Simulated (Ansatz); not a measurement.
# The black phosphorene bilayer (AB) under a gate

Aim: charge, voltage and capacitance of the black phosphorene bilayer (AB) in a field-effect set-up.

Method: plane-wave DFT, PBE-D3(BJ), Ansatz PAW, in Ansatz 0.2.0.

**1. The starting structure**

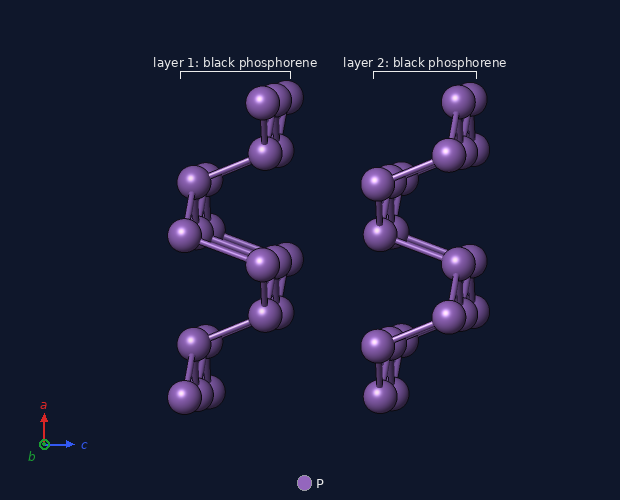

Start, viewed from the side, with the c axis across the page; phosphorus purple. 2×2×1 cells are drawn. Some periodic images of atoms are drawn too.

The cell holds 8 atoms: 8 P. Cell: a = 4.620 Å, b = 3.300 Å, c = 46.380 Å, α = 90.0°, β = 90.0°, γ = 90.0°. Regions: layer 1: black phosphorene, 4 atoms (4 P); layer 2: black phosphorene, 4 atoms (4 P). Vacuum lies along c.

**2. Relaxing the slab**

The starting cell is a guess, so the in-plane lattice and the atoms are relaxed first, with the slab cut off from its images along the normal.

The input, input.yaml:

```yaml
crystal:
  lattice:
    - [4.62, 0.0, 0.0]
    - [0.0, 3.3, 0.0]
    - [0.0, 0.0, 46.380000001]
  atoms:
    - { symbol: P, position: [0.09, 0.0, 0.4172056921] }
    - { symbol: P, position: [0.41, 0.5, 0.4193617939] }
    - { symbol: P, position: [0.91, 0.0, 0.4655023717] }
    - { symbol: P, position: [0.59, 0.5, 0.46334627] }
    - { symbol: P, position: [0.09, 0.5, 0.5344976283] }
    - { symbol: P, position: [0.41, 0.0, 0.53665373] }
    - { symbol: P, position: [0.91, 0.5, 0.5827943079] }
    - { symbol: P, position: [0.59, 0.0, 0.5806382061] }
  periodic: [true, true, false]
kpoints:
  mp_grid: { grid: [8, 10, 1] }
hamiltonian:
  xc: pbe
  dispersion: d3bj
scf:
  occupations: { method: fermi_dirac, width: 0.05 }
  convergence: { dr2_threshold: 1.0e-09 }
relax:
  f_tol: 0.004
  max_steps: 90
  cell: {}
output:
  write_potential: true
  write_density: true
  volumetric_format: npy
```

On the command line:

```console
$ ansatz run input.yaml --threads 4 --pin off --max-ram 16384MiB --backend cpu --events-out ev --progress --plain --runs-dir out
```

Numbers of over 12 decimals in the logs are rounded to 6 here.

The program printed:

```text
Warning: relax.cell: scf.convergence.dr2_threshold = 1e-9 eV is looser than the 2.55932515685e-10 eV advised for a relaxation that steers and ends on the stress (1e-10 eV for each atom of the cell: 8, times the square of relax.cell.stress_2d_tol = 0.05 N/m over 17.7 Å (the atoms' height at the walk's start and 5 Å past either face), 2.828e-2 GPa, over a crystal's default 0.05). What an SCF threshold leaves in a stress goes as its square root, and in the free energy as the threshold itself, and one threshold admits the most on a small cell: [figures from the program's tests cut] Set scf.convergence.dr2_threshold to 2.55932515685e-10 eV or tighter. [rest of the remark cut]
Engine: ansatz 0.2.0, aarch64-unknown-linux-gnu
Pseudopotentials: kind: paw
Pseudopotential: P, paw, valence charge 5, recommended cutoff 420 eV (normal), P.paw.azcp
Functional definition: PBE
  parameter kappa = 0.804
  parameter beta = 0.066725
  exchange = pbe_x(kappa = kappa, mu = beta*pi^2/3)
  correlation = pbe_c(beta = beta)
Crystal: 8 atoms, lattice volume = 707.109 Å³
Basis set: ecut = 420 eV, 13979 PW (Γ), exchange–correlation on 64×48×640 points (8 copies of the dense FFT grid, shifted against one another)
Bands: 28, of which v1, the nominal top of the filled ones, is band 20 counted from 1 (19 counted from 0)
Symmetry: 4 space group operations
Space group: P21/m (ITA 11), of the structure as read, at distance tolerance 8.9e-5 Å
k-points: 30 of 80
Non-local potential: P, projectors of the file, l = 0: 2, l = 1: 2, l = 2: 2
PAW form: soft (Blöchl's): semilocal exchange-correlation on the pseudo side does not see the compensation charge
PAW one-centre angular grid: P, 110 points (default); XC on 64 Gauss nodes
Initial density: superposition of atomic densities (neutral atoms: chi_scale 0, normalization atom), corrected by the library's trained network
Initial wavefunctions: pseudopotential atomic-orbital guess
Functional: x = pbe(κ = 0.804, μ = 0.219515), c = pbe(β = 0.066725)
SCF iter   1: F=—  HF=-6047.422332 eV  |F-HF|=—  |Δ(HF+E_count)|=         —  Δρ=1.37e-3  dr2=1.18e-1  ethr=1.77e-3  ⟨swp⟩=13.3  Hψ=7123  notcnv=0
preconditioner: auto → Resta (q_TF=auto, 1.690 Å⁻¹)  ε∞=2.0  [insulator: Δε(μ)=0.340 eV  Ē_g=8.734 eV  σ=0.050 eV  W_gap=0.94  n_scr=54 (ndim 8)  ℏωp=8.8 eV  f_vac=0.741  D(μ)=0.05/eV (n_scr^D=0)  ε∞_Penn≈2.0  vacuum switching on, ρ_ref=5.5e-3 e/Å³]
SCF iter   2: F=—  HF=-6047.428593 eV  |F-HF|=—  |Δ(HF+E_count)|=   6.26e-3  Δρ=1.65e-3  dr2=1.84e-1  ethr=2.96e-4  ⟨swp⟩=4.6  Hψ=2045  notcnv=0  defer=46
SCF iter   3: F=—  HF=-6047.407610 eV  |F-HF|=—  |Δ(HF+E_count)|=   2.10e-2  Δρ=5.95e-4  dr2=4.99e-3  ethr=2.96e-4  ⟨swp⟩=2.9  Hψ=1295  notcnv=0  defer=46
SCF iter   4: F=—  HF=-6047.407748 eV  |F-HF|=—  |Δ(HF+E_count)|=   1.39e-4  Δρ=1.62e-4  dr2=6.89e-4  ethr=1.25e-5  ⟨swp⟩=3.3  Hψ=1691  notcnv=0  defer=46
SCF iter   5: F=—  HF=-6047.407704 eV  |F-HF|=—  |Δ(HF+E_count)|=   4.40e-5  Δρ=6.76e-5  dr2=4.05e-5  ethr=1.72e-6  ⟨swp⟩=2.7  Hψ=1382  notcnv=0  defer=46
SCF iter   6: F=—  HF=-6047.407692 eV  |F-HF|=—  |Δ(HF+E_count)|=   1.27e-5  Δρ=2.09e-5  dr2=7.79e-6  ethr=1.01e-7  ⟨swp⟩=3.0  Hψ=1822  notcnv=0  defer=46
SCF iter   7: F=—  HF=-6047.407691 eV  |F-HF|=—  |Δ(HF+E_count)|=   1.34e-7  Δρ=5.21e-6  dr2=4.71e-7  ethr=1.95e-8  ⟨swp⟩=2.8  Hψ=1576  notcnv=0  defer=46
SCF iter   8: F=—  HF=-6047.407753 eV  |F-HF|=—  |Δ(HF+E_count)|=   6.11e-5  Δρ=1.54e-6  dr2=2.26e-8  ethr=1.18e-9  ⟨swp⟩=3.1  Hψ=1687  notcnv=0  defer=46
SCF iter   9: F=-6047.407753 eV  HF=-6047.407753 eV  |F-HF|=9.17e-10  |Δ(HF+E_count)|=   2.29e-8  Δρ=2.06e-7  dr2=2.62e-10  ethr=2.50e-12  ⟨swp⟩=10.1  Hψ=7865  notcnv=0
SCF 1 converged in 9 iterations: F = -6047.407753 eV  dr2 = 2.62e-10
  greatest PAW one-centre occupation: 0.815 electrons in one spin orbital (limit 2), on the P atom at site 4 (counted from 0), in its partial waves of l = 0
relax step   1: F+E_penalty+E_count = -6047.40775255 eV  Δ(F+E_penalty+E_count) = +0.000e0 eV  max|allowed force component| = 1.075e0 eV/Å  Δτ_max = 0.0000 Å  P = -2.374 N/m  Ω = 707.109 Å³  fix = [c, alpha, beta]  reactions: c +0.000 N/m; beta +0.000 N/m/rad  (9 SCF iters, accepted)
Crystal: 8 atoms, lattice volume = 688.422 Å³
Basis set: ecut = 420 eV, 13579 PW (Γ), exchange–correlation on 64×48×640 points (8 copies of the dense FFT grid, shifted against one another)
Initial density: handed on by an earlier stage of this run
Initial wavefunctions: those handed on with the density
iter 1 solved again at ethr=5.26e-4 eV; its pass at ethr=3.10e-3 eV (dr2=2.11e-1 eV) is discarded
SCF iter   1: F=—  HF=-6047.622468 eV  |F-HF|=—  |Δ(HF+E_count)|=         —  Δρ=5.97e-3  dr2=2.12e-1  ethr=5.26e-4  ⟨swp⟩=2.2  Hψ=8149  notcnv=0
preconditioner: auto → LDOS  [insulator: Δε(μ)=0.304 eV  Ē_g=8.843 eV  σ=0.050 eV  W_gap=0.91  n_scr=54 (ndim 8)  ℏωp=9.0 eV  f_vac=0.744  D(μ)=0.08/eV (n_scr^D=2)  ε∞_Penn≈2.0  β→1.0]
SCF iter   2: F=—  HF=-6047.619179 eV  |F-HF|=—  |Δ(HF+E_count)|=   3.29e-3  Δρ=2.87e-3  dr2=2.05e-1  ethr=5.26e-4  ⟨swp⟩=4.3  Hψ=2159  notcnv=0  defer=1
SCF iter   3: F=—  HF=-6047.585819 eV  |F-HF|=—  |Δ(HF+E_count)|=   3.34e-2  Δρ=1.32e-3  dr2=1.08e-1  ethr=5.13e-4  ⟨swp⟩=4.6  Hψ=2042  notcnv=0  defer=26
SCF iter   4: F=—  HF=-6047.573544 eV  |F-HF|=—  |Δ(HF+E_count)|=   1.23e-2  Δρ=4.52e-4  dr2=3.82e-3  ethr=2.69e-4  ⟨swp⟩=3.4  Hψ=1492  notcnv=0  defer=34
SCF iter   5: F=—  HF=-6047.572193 eV  |F-HF|=—  |Δ(HF+E_count)|=   1.35e-3  Δρ=1.25e-4  dr2=2.33e-4  ethr=9.56e-6  ⟨swp⟩=3.4  Hψ=1816  notcnv=0  defer=34
SCF iter   6: F=—  HF=-6047.572169 eV  |F-HF|=—  |Δ(HF+E_count)|=   2.44e-5  Δρ=3.71e-5  dr2=1.06e-5  ethr=5.81e-7  ⟨swp⟩=2.9  Hψ=1623  notcnv=0  defer=34
SCF iter   7: F=—  HF=-6047.572196 eV  |F-HF|=—  |Δ(HF+E_count)|=   2.70e-5  Δρ=7.39e-6  dr2=5.89e-7  ethr=2.64e-8  ⟨swp⟩=2.7  Hψ=1663  notcnv=0  defer=34
SCF iter   8: F=—  HF=-6047.572255 eV  |F-HF|=—  |Δ(HF+E_count)|=   5.92e-5  Δρ=1.98e-6  dr2=4.23e-8  ethr=1.47e-9  ⟨swp⟩=3.2  Hψ=1802  notcnv=0  defer=34
SCF iter   9: F=—  HF=-6047.572255 eV  |F-HF|=—  |Δ(HF+E_count)|=   2.72e-8  Δρ=7.00e-7  dr2=4.16e-9  ethr=1.06e-10  ⟨swp⟩=2.9  Hψ=1580  notcnv=0  defer=34
SCF iter  10: F=-6047.572255 eV  HF=-6047.572255 eV  |F-HF|=1.83e-9  |Δ(HF+E_count)|=   7.25e-9  Δρ=2.44e-7  dr2=4.34e-10  ethr=2.50e-12  ⟨swp⟩=12.0  Hψ=7000  notcnv=0
SCF 2 converged in 10 iterations: F = -6047.572255 eV  dr2 = 4.34e-10
  greatest PAW one-centre occupation: 0.813 electrons in one spin orbital (limit 2), on the P atom at site 7 (counted from 0), in its partial waves of l = 0
[...]
relax step   4: F+E_penalty+E_count = -6047.70646108 eV  Δ(F+E_penalty+E_count) = -2.236e-2 eV  max|allowed force component| = 2.989e-1 eV/Å  Δτ_max = 0.1950 Å  P = +0.410 N/m  Ω = 674.434 Å³  energy of the carried Pulay correction = +9.453e-4 eV  fix = [c, alpha, beta]  reactions: c -0.000 N/m; beta +0.000 N/m/rad  (10 SCF iters, accepted)
[...]
relax step   5: F+E_penalty+E_count = -6047.74107763 eV  Δ(F+E_penalty+E_count) = -3.462e-2 eV  max|allowed force component| = 8.389e-2 eV/Å  Δτ_max = 0.0868 Å  P = +0.464 N/m  Ω = 655.448 Å³  energy of the carried Pulay correction = +1.515e-3 eV  fix = [c, alpha, beta]  reactions: c -0.000 N/m; beta -0.000 N/m/rad  (9 SCF iters, accepted)
[...]
relax step   6: F+E_penalty+E_count = -6047.74747156 eV  Δ(F+E_penalty+E_count) = -6.394e-3 eV  max|allowed force component| = 4.983e-2 eV/Å  Δτ_max = 0.0398 Å  P = +0.115 N/m  Ω = 662.808 Å³  energy of the carried Pulay correction = +1.293e-3 eV  fix = [c, alpha, beta]  reactions: c +0.000 N/m; beta -0.000 N/m/rad  (10 SCF iters, accepted)
[...]
relax step   7: F+E_penalty+E_count = -6047.74792665 eV  Δ(F+E_penalty+E_count) = -4.551e-4 eV  max|allowed force component| = 1.398e-2 eV/Å  Δτ_max = 0.0074 Å  P = -0.035 N/m  Ω = 662.647 Å³  energy of the carried Pulay correction = +1.297e-3 eV  fix = [c, alpha, beta]  reactions: c -0.000 N/m; beta +0.000 N/m/rad  (8 SCF iters, accepted)
[...]
relax step   8: F+E_penalty+E_count = -6047.74797065 eV  Δ(F+E_penalty+E_count) = -4.400e-5 eV  max|allowed force component| = 1.476e-3 eV/Å  Δτ_max = 0.0022 Å  P = -0.000 N/m  Ω = 662.448 Å³  energy of the carried Pulay correction = +1.303e-3 eV  fix = [c, alpha, beta]  reactions: c +0.000 N/m; beta +0.000 N/m/rad  (7 SCF iters, accepted)
Basis set: ecut = 420 eV, 12963 PW (Γ), exchange–correlation on 60×48×640 points (8 copies of the dense FFT grid, shifted against one another)
Initial wavefunctions: pseudopotential atomic-orbital guess (no wavefunctions were taken with the density)
iter 1 solved again at ethr=4.41e-7 eV; its pass at ethr=3.10e-3 eV (dr2=1.77e-4 eV) is discarded
SCF iter   1: F=—  HF=-6047.747326 eV  |F-HF|=—  |Δ(HF+E_count)|=         —  Δρ=1.73e-5  dr2=1.81e-7  ethr=4.41e-7  ⟨swp⟩=5.4  Hψ=11037  notcnv=0
eigensolver tolerance schedule: the retry pair's looser diagonalisation over-reported the residual by 972.12 of it (diagonalisation noise at 0.16 of the residual, at the tolerance the schedule requests for it); recorded, not acted on — ethr = c·dr2/N_el stays at c = 1.0e-1
SCF iter   2: F=—  HF=-6047.747332 eV  |F-HF|=—  |Δ(HF+E_count)|=   6.62e-6  Δρ=1.65e-6  dr2=4.97e-8  ethr=4.53e-10  ⟨swp⟩=4.8  Hψ=2780  notcnv=0
SCF iter   3: F=—  HF=-6047.747332 eV  |F-HF|=—  |Δ(HF+E_count)|=   4.55e-9  Δρ=1.66e-6  dr2=7.00e-8  ethr=1.24e-10  ⟨swp⟩=3.4  Hψ=1927  notcnv=0
SCF iter   4: F=-6047.747332 eV  HF=-6047.747332 eV  |F-HF|=1.73e-10  |Δ(HF+E_count)|=   1.46e-8  Δρ=2.29e-7  dr2=7.32e-10  ethr=2.50e-12  ⟨swp⟩=16.0  Hψ=9181  notcnv=0
SCF 9 converged in 4 iterations: F = -6047.747332 eV  dr2 = 7.32e-10
relax step   9: F+E_penalty+E_count = -6047.74733229 eV  Δ(F+E_penalty+E_count) = +6.384e-4 eV  max|allowed force component| = 1.446e-3 eV/Å  Δτ_max = 0.0000 Å  P = -0.009 N/m  Ω = 662.448 Å³  fix = [c, alpha, beta]  reactions: c -0.000 N/m; beta +0.000 N/m/rad  stress off target by 1.72e-2 N/m on what of the cell is left free  SCF on the basis re-selected at this cell (its energy is not comparable with the rows above)  (4 SCF iters)
basis re-selected at this cell: Δ(F+E_penalty+E_count) = +6.384e-4 eV, ΔP = -0.009 N/m vs the last step (what re-selecting the basis moved, of the pressure what is left beyond the Pulay correction that the steps carried, after the strain that the cell walked since its last selection, with what the two solves' SCF thresholds leave and, on support functions, any second-order correction that the steps lacked; it is no measure of the basis error at this ecutwfc). The dense FFT grid was sized anew with the basis: this SCF ran on 30×24×320 points, the steps before it on 32×24×320, so part of this shift can come from that change (see relax.cell in the input reference). [rest of the remark cut]
WARN: The output density's exchange-correlation potential varies sharply where the density is thin. Do not read a vacuum level from v_tot or v_xc, or from such a field of the output density. On a cell that repeats whose density bears no net charge and no dipole along the vacuum's axis use v_es (v_loc + v_h of the components); under efield.dipole_correction with no amplitude use v_es + v_field, which holds any externa [...]
SCF converged after 4 iterations
Free energy (F): -6047.747332 eV
Harris-Foulkes:  -6047.747332 eV  (|F-HF|=1.73e-10)
Internal energy: -6047.744532 eV  (E = F + TS)
E sigma→0 (E₀):  -6047.745932 eV
Entropy (-TS):   -0.002800 eV (-0.350 meV/atom)
Fermi energy:    -4.367081 eV
--- Per-component energies (eV) ---
  E_band       = -447.093645
  E_kinetic    = 561.718706
  E_local      = -85106.556728  (includes V_loc(G=0)·N_el)
  E_nonlocal   = 271.505070
  E_hartree    = 42185.580182
  E_xc         = -490.821707
  E_vxc        = -484.656762  (∫ρ·V_xc dr)
  E_paw        = -4554.686006  (= ΣΔE_a)
  E_vpaw       = -60.266370  (= ΣTr[D̂ρ^β])
  E_aug_tail   = 0.000025  (compensation charges beyond the density's cutoff)
  E_ewald      = 41088.044421
  E_disp       = -2.528495  (pairwise vdW)
  E_smearing   = -0.002800  (= −TS)
  E_closure    = 0.000000  (closes the sum)
  Σ components = -6047.747332   (vs F -6047.747332, Δ=0.00e0)
--- Forces (eV/Å), atoms counted from 1 ---
  atom   1  P     -0.00144555     0.00000000    -0.00042270
  atom   2  P      0.00127107     0.00000000    -0.00027414
  atom   3  P     -0.00140084     0.00000000     0.00090206
  atom   4  P      0.00104410     0.00000000     0.00108509
  atom   5  P      0.00140084     0.00000000    -0.00090206
  atom   6  P     -0.00104410     0.00000000    -0.00108509
  atom   7  P      0.00144555     0.00000000     0.00042270
  atom   8  P     -0.00127107     0.00000000     0.00027414
  max |Σ_I F_I| component: 2.17e-19 eV/Å
--- 2D stress c σ (N/m, compression-positive) ---
       -0.017193       0.000000      -0.000000
        0.000000      -0.001718       0.000000
       -0.000000       0.000000      -0.000000
  P = ½ c Tr σ = -0.0095 N/m
--- Band table (eV; the first three rows and the last of 30) ---
  k-point 0: bands = [... 16 lower, -6.7034, -6.6601, -5.3952, -4.4049, -4.3129, -3.6325, -3.6202, -3.3201, ... 4 higher]
  k-point 1: bands = [... 16 lower, -7.1197, -6.6287, -5.3381, -4.5199, -4.2053, -3.5299, -2.6728, -2.4076, ... 4 higher]
  k-point 2: bands = [... 16 lower, -6.9684, -6.4584, -5.4240, -4.9982, -3.9102, -3.5620, -3.0021, -2.9641, ... 4 higher]
  k-point 29: bands = [... 16 lower, -6.4687, -6.4687, -6.4607, -6.4607, -2.4847, -2.4847, -2.4753, -2.4753, ... 4 higher]
  the weakly bound empty levels are not read free of the cell's end (no_gap_told)
--- Relaxed structure (8 steps of the walk, 8 accepted, 1 SCFs on fresh bases) ---
  F+E_penalty+E_count = -6047.74733229 eV   max|allowed force component| = 1.446e-3 eV/Å   (the final SCF, on the basis selected at the relaxed cell)
  cell:  # Å, volume = 662.4483 Å³
    - [4.320110, 0.0, 0]
    - [0.0, 3.306179, 0.0]
    - [0, 0.0, 46.380000001]
  atoms:
    - { symbol: P, position: [0.079416, 0.0, 0.421969] }
    - { symbol: P, position: [0.422689, 0.500000, 0.421981] }
    - { symbol: P, position: [0.923399, 0.0, 0.468208] }
    - { symbol: P, position: [0.578653, 0.500000, 0.468222] }
    - { symbol: P, position: [0.076601, 0.500000, 0.531792] }
    - { symbol: P, position: [0.421347, 0.0, 0.531778] }
    - { symbol: P, position: [0.920584, 0.500000, 0.578031] }
    - { symbol: P, position: [0.577311, 0.0, 0.578019] }
```

Elapsed: 2.1 min, on 4 threads of Arm Neoverse V1, shared host; peak memory 1.3 GiB; 8.3 min of CPU time.

Relaxation path:

```
step  energy less that of the first step (eV)  largest force component (eV/Å)  volume (Å³)
   1                                   0.0000                          1.0746       707.11
   2                                  -0.1645                          0.4433       688.42
   3                                  -0.2764                          0.1755       680.87
   4                                  -0.2987                          0.2989       674.43
   5                                  -0.3333                          0.0839       655.45
   6                                  -0.3397                          0.0498       662.81
   7                                  -0.3402                          0.0140       662.65
   8                                  -0.3402                          0.0015       662.45
  9*                                  -0.3396                          0.0014       662.45
```

Relaxation steps marked * repeat the geometry before them on a plane-wave basis chosen anew for their cell, so energy and pressure can jump there.

Forces are held to the 4 operations that the run works with; a distortion that breaks them can't arise in this run.

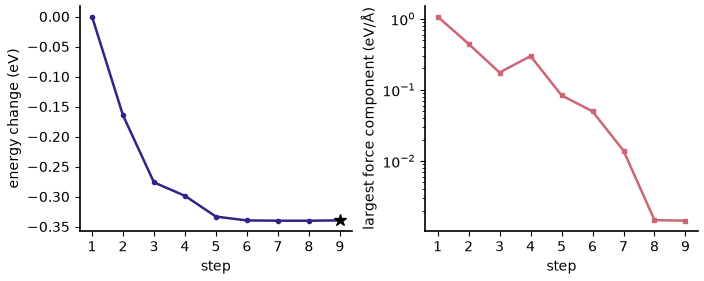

Energy and largest force along the relaxation. Stars mark steps on a basis chosen anew.

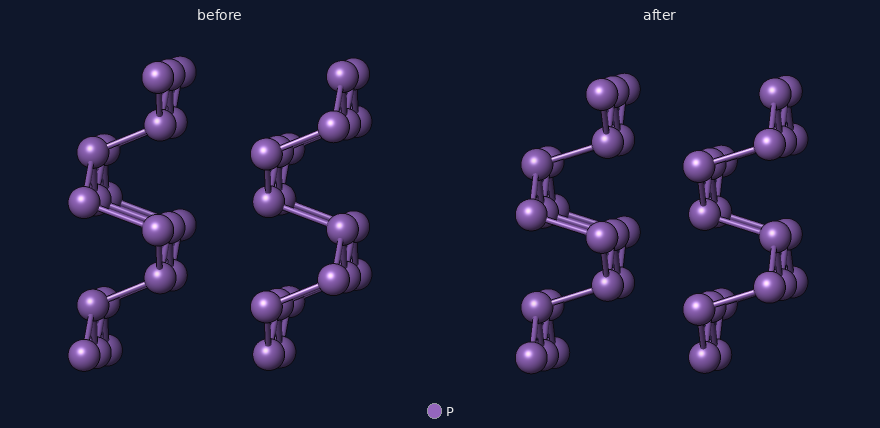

The structure before and after the relaxation, drawn at the same scale.

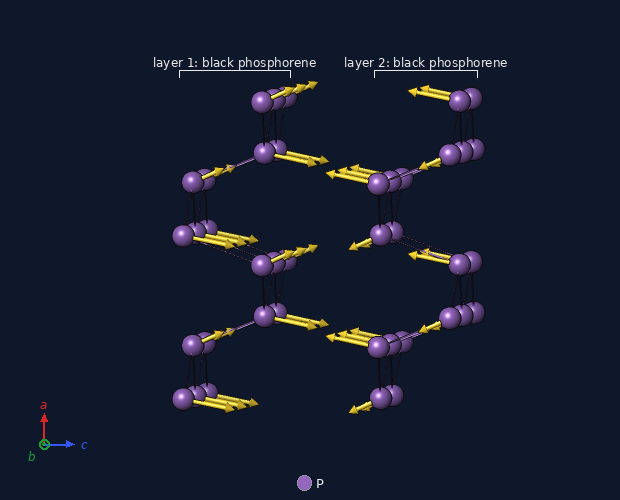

Displacements in the relaxation, exaggerated, measured against the changing cell; the longest in the cell stands for 0.23 Å. 2×2×1 cells are drawn. Some periodic images of atoms are drawn too.

```
cell as run  before  after  change
      a (Å)   4.620  4.320  -6.5 %
      b (Å)   3.300  3.306  +0.2 %
```

The atoms that moved most (Å, along periodic axes as changes of fractional coordinates times the final cell, across vacuum about the mean position):

```
atom      dx     dy      dz  length
  P4  -0.049  0.000   0.226   0.231
  P6   0.049  0.000  -0.226   0.231
  P7   0.046  0.000  -0.221   0.226
  P1  -0.046  0.000   0.221   0.226
  P3   0.058  0.000   0.125   0.138
  P5  -0.058  0.000  -0.125   0.138
  P8  -0.055  0.000  -0.121   0.133
  P2   0.055  0.000   0.121   0.133
```

The relaxed structure:

```cif
data_structure
_symmetry_space_group_name_H-M 'P 1'
_symmetry_Int_Tables_number 1
_cell_length_a 4.3201
_cell_length_b 3.3062
_cell_length_c 46.3800
_cell_angle_alpha 90.000
_cell_angle_beta 90.000
_cell_angle_gamma 90.000
_cell_volume 662.45
loop_
_atom_site_label
_atom_site_type_symbol
_atom_site_fract_x
_atom_site_fract_y
_atom_site_fract_z
_atom_site_occupancy
P1 P 0.07942 0.00000 0.42197 1
P2 P 0.42269 0.50000 0.42198 1
P3 P 0.92340 0.00000 0.46821 1
P4 P 0.57865 0.50000 0.46822 1
P5 P 0.07660 0.50000 0.53179 1
P6 P 0.42135 0.00000 0.53178 1
P7 P 0.92058 0.50000 0.57803 1
P8 P 0.57731 0.00000 0.57802 1
```

Numbers from this step:

```
energy at zero smearing : -6047.7459 eV
```

The lattice constant a goes from 4.620 to 4.320 Å.

[end of part 1 of 3]

[Logs are printed without paths, hosts, clocks, repeated set-up lines and the standing remarks that a program may print on its own settings, such as how far it seeks lower states.]

[Hosts, paths, dates, database ids (printed as entryN), source tags and the programs' standing remarks are cut or masked in the printed files.]

[Maps of the electrostatic potential energy from Ansatz leave out the sawtooth potential of an applied field or a dipole correction, so their vacuum need not be flat; planar profiles and work functions include it.]
